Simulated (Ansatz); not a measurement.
# Tunnelling decay and corrugation (ordered overlayer): Ag(111)-c(4x2)-Na, fcc site; Cu(111)-(√3×√3)R30°-C, hcp site; and others

A simple barrier model says that the current falls as exp(−2κz) with κ = 0.512 √φ (Å⁻¹, φ in eV). How well does that hold over real surfaces, and how fast does atomic contrast fade as the tip draws back?

How it was computed: Ansatz 0.2.0, plane waves with PAW datasets (its set soft_2), functional as listed; relaxed slabs, Tersoff-Hamann images of the filled states within the window listed under the Fermi level. κ is fitted to the planar mean between 3 and 5 Å over the top atom; the model's barrier is the work function plus half the window. A setpoint is the mean density at the height named.

The runs side by side:

| surface | functional | work function (eV) | window (eV) | κ, model (Å⁻¹) | κ, fitted (Å⁻¹) | near setpoint (Å): corrugation (Å) | far setpoint (Å): corrugation (Å) |
| --- | --- | --- | --- | --- | --- | --- | --- |
| Ag(111)-c(4x2)-Na, fcc site | PBE | 1.95 | 0.20 | 0.73 | 0.68 | 3: 1.362 | 5: 0.490 |
| Pt(111)-(2x2)-Ce, fcc site | PBE | 2.07 | 0.20 | 0.75 | 0.70 | 2.5: 1.266 | 4: 0.521 |
| Au(111)-(2x1)-Pb, bridge site | PBE-D3(BJ) | 3.53 | 0.50 | 1.00 | 1.07 | 3: 0.616 | 5: 0.230 |
| Be(0001)-(√3×√3)R30°-Cl, hcp site | PBEsol | 3.82 | 0.40 | 1.03 | 1.20 | 3: 0.416 | 5: 0.139 |
| Rh(110)-(2x1)-Mn, hollow site | LDA | 4.22 | 0.50 | 1.08 | 1.11 | 3: 0.634 | 5: 0.254 |
| V(100)-c(2x2)-Se, hollow site | PBE-D3(BJ) | 4.23 | 0.50 | 1.08 | 1.31 | 3: 0.705 | 4.5: 0.464 |
| Hf(0001)-c(4x2)-Sb, hcp site | PBE-D3(BJ) | 4.65 | 0.40 | 1.13 | 1.24 | 3: 1.549 | 5: 1.010 |
| Cu(100)-(3x1)-S, hollow site | PBE-D3(BJ) | 4.94 | 0.40 | 1.16 | 1.31 | 2.5: 1.238 | 4: 0.981 |
| Pd(100)-c(2x2)-S, top site | PBE | 5.45 | 0.30 | 1.21 | 1.31 | 3: 0.334 | 4.5: 0.135 |
| Cu(111)-(√3×√3)R30°-C, hcp site | PBE | 5.50 | 0.50 | 1.23 | 1.42 | 3: 0.673 | 5: 0.373 |

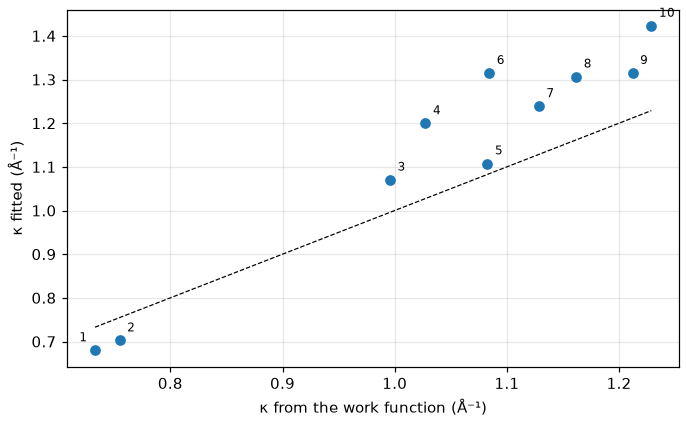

Fitted against model decay constants; points are numbered as the table's rows, and the dashed line marks equality.

**Reading.** The fitted κ is 0.93 to 1.21 times the model's, and larger in 8 of 10. Momentum along the surface adds to κ² and raises it, while a barrier that has not reached its full height this near the surface lowers it. Worked for Ag(111)-c(4x2)-Na, fcc site: 0.512 × √(1.95 + 0.10) = 0.73 Å⁻¹; with the fitted 0.68 Å⁻¹ the current falls by exp(2 × 0.68) = 3.9 per Å. Where it is still over 0.005 Å at the far setpoint (10 rows), the corrugation falls by a factor of 1.2 to 1.8 per Å.

**Limits.** The model has an s-wave tip and no forces between tip and sample. Semilocal potentials reach the vacuum level too fast, without an image tail. The surfaces are built from prototypes and need not be the stable ones; functionals, windows and heights differ between rows (the narrowest window from 0.2 eV on is taken, and runs with charge in the vacuum are left out), and rows with Cr, Mn, Fe, Co, Ni or Gd rest on one magnetic start or none. The table is a selection: not every member that was run is listed.
